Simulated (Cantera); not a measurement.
Input: 1 mol CH3Cl, a varied amount of F2, 1.2 mol H2, equilibrated at 2825 K and 10.0 mbar.

These are equilibrium values from Cantera (NASA tables, ideal gas, pure condensed phases), not measurements of a reactor. Candidate condensed phases: C, C6H6, C7H8, C8H18; 118 gas species. The numbers say what is thermodynamically allowed, not how fast it happens.

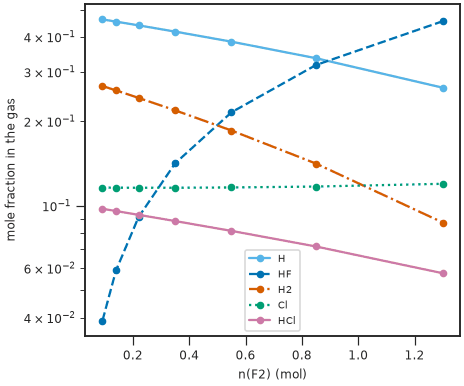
Equilibrium gas composition (values under 1e-9 drawn at 1e-9)

Question: Read off the mole fractions at 0.14 mol F2.

Answer: H about 0.45, H2 about 0.26, Cl about 0.12, HCl about 0.096, HF about 0.059.
